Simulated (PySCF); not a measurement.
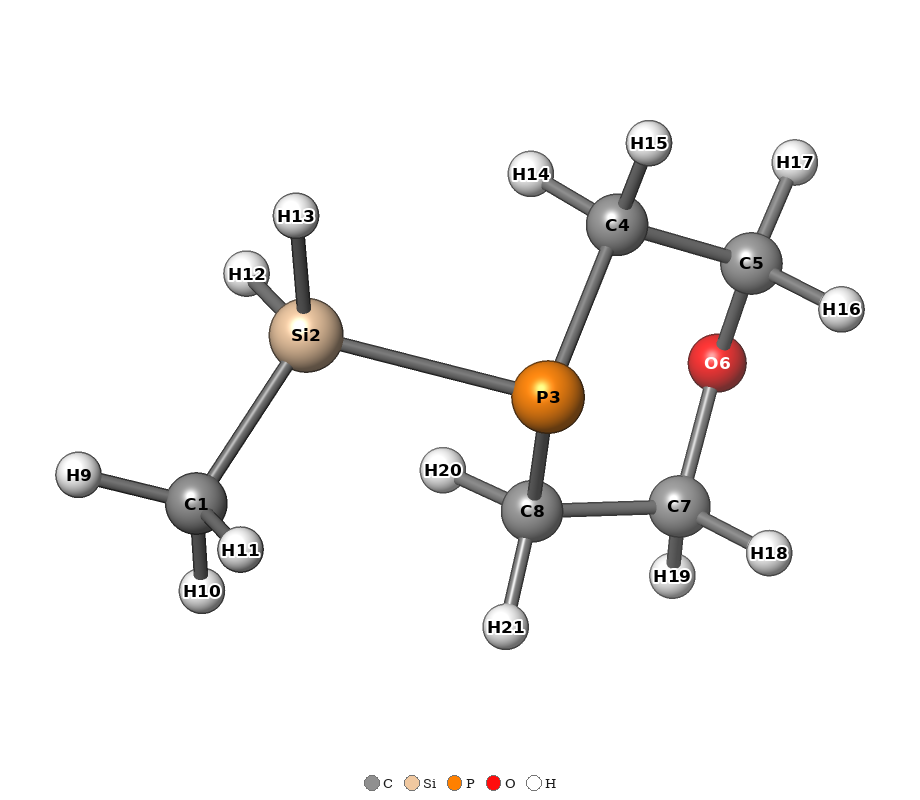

The computed structure is the end point of a PBE0-D3(BJ)/def2-SVP optimisation. No frequency run is at hand to confirm it as a minimum. Method: GIAO PBE0/pcSseg-1 NMR shielding, non-relativistic, gas phase (PySCF 2.14.0), and the same with a continuum solvent (IEF-PCM, Bondi radii x 1.2, gas-phase geometry).

How do dipole (D), HOMO–LUMO gap (eV), σ(O6) (ppm), σ(H21) (ppm), σ(P3) (ppm) change in chloroform (ε = 4.7), tetrahydrofuran (ε = 7.4)?

| medium | dipole (D) | HOMO–LUMO gap (eV) | σ(O6) (ppm) | σ(H21) (ppm) | σ(P3) (ppm) |
| --- | --- | --- | --- | --- | --- |
| gas phase | 0.91 | 6.93 | 286.5 | 30.28 | 462.7 |
| chloroform | 1.11 | 7.05 | 291.2 | 30.06 | 464.5 |
| tetrahydrofuran | 1.15 | 7.07 | 291.9 | 30.02 | 464.8 |
